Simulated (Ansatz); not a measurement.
**Run report: SiNH$_{6}$, single-point calculation**

SiNH$_{6}$, multiplicity 2, computed with UKS PBE0-D4/def2-TZVPP (Ansatz 0.2.0).

The geometry is a transition state. The reaction was set up to form H1–H4 and to break H1–N2 (atoms counted from 1 in the order of the input); sticks are drawn by distance alone. The geometry comes from this level: PBE0-D4/def2-TZVP.

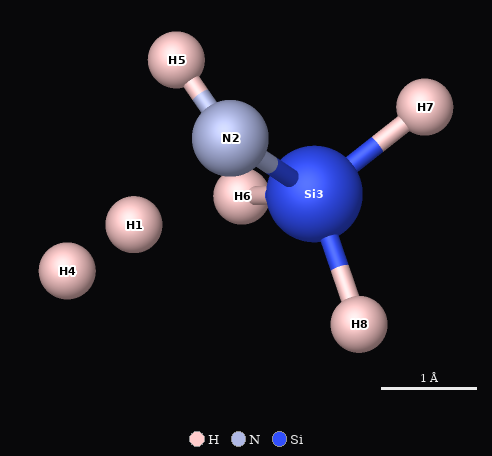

**Figure 1.** The structure (ball-and-stick view, seen at a tilt; atoms are numbered from 1 in the order of the input).

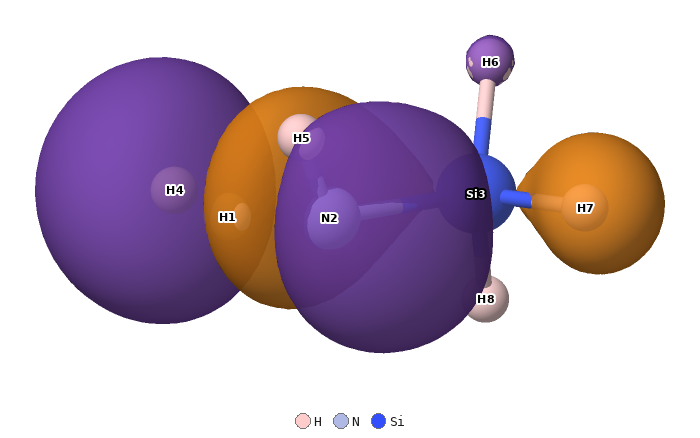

**Figure 2.** One frontier orbital at ±0.08 Å⁻³ᐟ² (orange and purple are the two phases), seen from the side. The LUMO (β), at −3.34 eV. Its weight (Hirshfeld) is mainly on N2 (45 %), H4 (25 %), Si3 (10 %) and H1 (10 %).

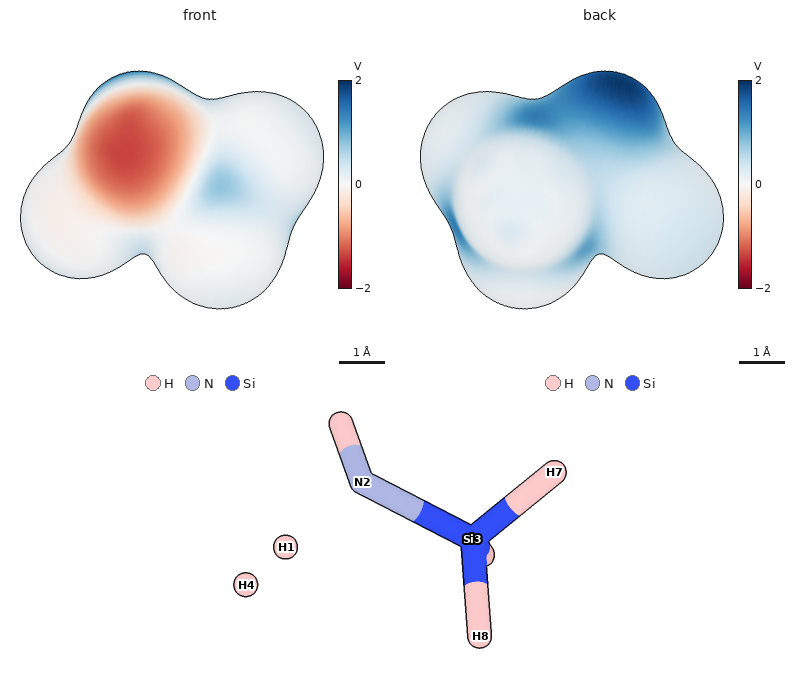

**Figure 3.** The electrostatic potential painted on the density surface at 0.002 e/bohr³, seen face on and from behind; the colour scale runs from red (negative) to blue (positive). The bare structure is drawn below in the same view.

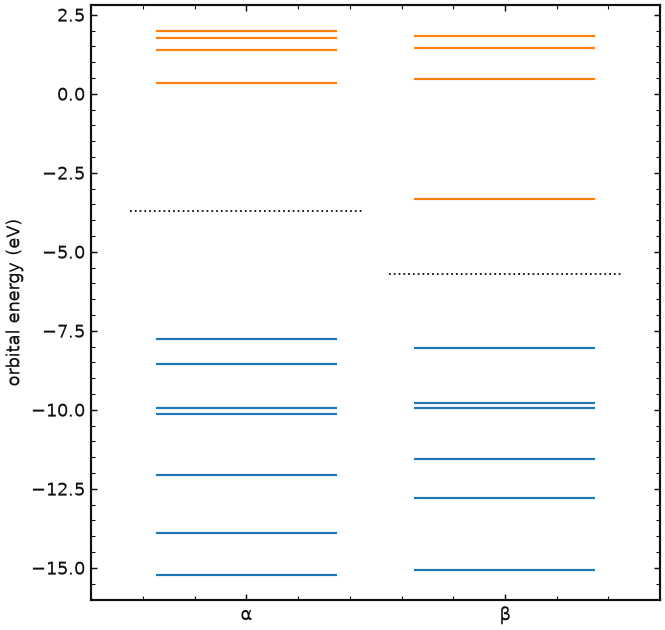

**Figure 4.** Orbital energies near the frontier for α and β spins; the dotted line parts filled from empty levels, and levels within 0.02 eV of each other stand side by side. α: highest filled −7.77 eV, lowest empty 0.35 eV, 8.12 eV apart; β: highest filled −8.05 eV, lowest empty −3.34 eV, 4.71 eV apart.

The input and output of the run follow.

Input file
```yaml
crystal:
  periodic: [false, false, false]
  atoms:
    - {symbol: H, position_ang: [0.210630, -1.241654, 1.002062]}
    - {symbol: N, position_ang: [0.846828, -0.120680, 0.499091]}
    - {symbol: Si, position_ang: [-0.187120, 0.523043, -0.765368]}
    - {symbol: H, position_ang: [-0.382047, -1.745551, 1.371993]}
    - {symbol: H, position_ang: [0.856268, 0.450632, 1.345228]}
    - {symbol: H, position_ang: [-1.507733, 1.040779, -0.310010]}
    - {symbol: H, position_ang: [0.569134, 1.646262, -1.382109]}
    - {symbol: H, position_ang: [-0.405960, -0.552930, -1.760887]}
basis:
  gaussian: {orbitals: def2-TZVPP}
magnetization: {spin_polarized: true, initial_magnetization: 1}
hamiltonian: {xc: pbe0, dispersion: d4}
output: {orbitals: {seedname: orbitals}}
```

Command:
```bash
ansatz run in.yaml --threads 2 --pin off --events-out ev --progress --plain --max-ram 4352MiB
```

What the program printed
```
Functional definition: PBE0
  name "PBE0"
  cite "Adamo & Barone, J. Chem. Phys. 110, 6158 (1999) doi:10.1063/1.478522"
  cite "Perdew, Burke & Ernzerhof, Phys. Rev. Lett. 77, 3865 (1996) doi:10.1103/PhysRevLett.77.3865"
  parent pbe
  parameter a = 0.25
  parameter kappa = 0.804
  parameter beta = 0.06672455060314922
  exchange = (1 - a)*pbe_x(kappa = kappa, mu = beta*pi^2/3) + a*exact_x
  correlation = pbe_c(beta = beta)
800 factors; their error is unknown
mean field evaluation 1: about -9453.7375 eV, gradient 3.3e1 eV
mean field evaluation 2: about -9444.6700 eV, gradient 5.3e1 eV
mean field evaluation 4: about -9458.3108 eV, gradient 1.2e0 eV
mean field evaluation 8: about -9458.3195 eV, gradient 2.7e-2 eV
mean field evaluation 16: about -9458.3352 eV, gradient 6.5e-4 eV
mean field -9458.33524344 eV, -347.5874091067 hartree, gradient 7.6e-5 eV, S^2 0.759899; 0 other end points of the search recorded, 0 dependent functions left out
reference -9458.33527264 eV, -347.5874101796 hartree; 14, 13 occupied and 143, 144 virtual orbitals, 800 factors
Total energy: -9458.42375499 eV, -347.5906618460 hartree
```

Key numbers

- outcome: converged
- total energy: −9458.4238 eV
- mean-field energy: −9458.3353 eV
- dispersion energy: −0.0885 eV
- ⟨S²⟩: 0.760
- SCF solution under orbital rotations: stable
- HOMO (either spin): −7.77 eV
- LUMO (either spin): −3.34 eV
- hardware: 2 threads of Arm Neoverse V1, 23 GiB of memory available, shared host
- wall time: 2.7 s (CPU time 5.2 s)
- peak memory: 0.29 GiB
